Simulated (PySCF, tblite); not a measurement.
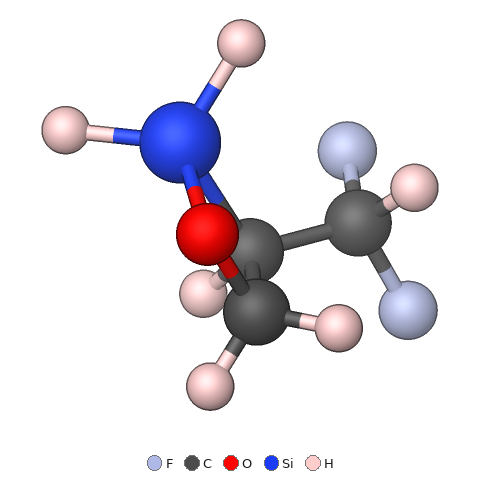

Structure of C₃H₆F₂OSi, SMILES FC(F)[C@H]1CO[SiH2]1.

Vertical TDDFT excitations, B3LYP/def2-SVPD with PySCF 2.14.0, at a GFN2-xTB geometry (a minimum by its frequencies), gas phase.

### What does its absorption spectrum look like?

The lowest singlet lies at 6.11 eV (203 nm, f = 0.001); the brightest of the first 8 is S2 at 6.63 eV (187 nm), f = 0.035, mainly HOMO−1 → LUMO (98 %). No singlet lies below 3.1 eV (beyond 400 nm), so at this level no vertical transition falls in the visible.


```tsv
state	E (eV)	λ (nm)	f	main character
S1	6.11	203	0.001	HOMO → LUMO (99 %)
S2	6.63	187	0.035	HOMO−1 → LUMO (98 %)
S3	7.18	173	0.021	HOMO−2 → LUMO (96 %)
S4	7.22	172	0.021	HOMO → LUMO+1 (95 %)
S5	7.63	162	0.021	HOMO−1 → LUMO+1 (97 %)
S6	7.81	159	0.011	HOMO → LUMO+2 (97 %)
S7	7.95	156	0.002	HOMO−3 → LUMO (98 %)
S8	8.13	152	0.002	HOMO → LUMO+3 (95 %)
```

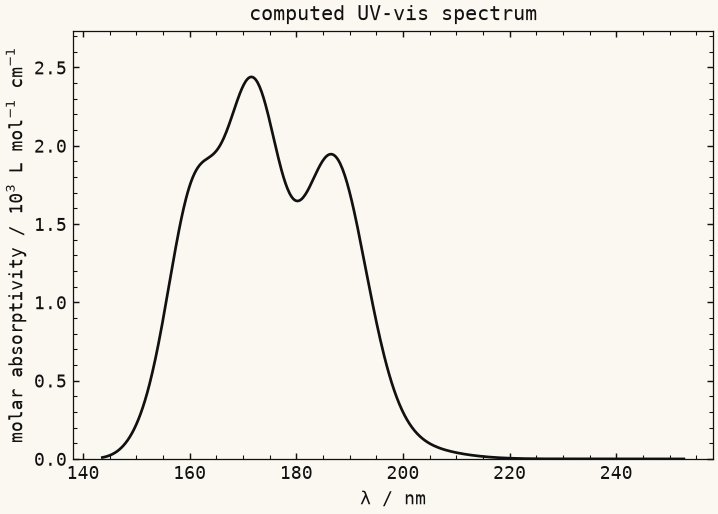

Only the first 8 singlet excitations are included; each is broadened by a Gaussian of 1/e half-width 0.30 eV.

Note: states above the negative HOMO energy depend on the basis; the tight-binding geometry is rougher than a DFT one and adds to the error; one conformer of a flexible molecule; core orbitals are frozen in the response.
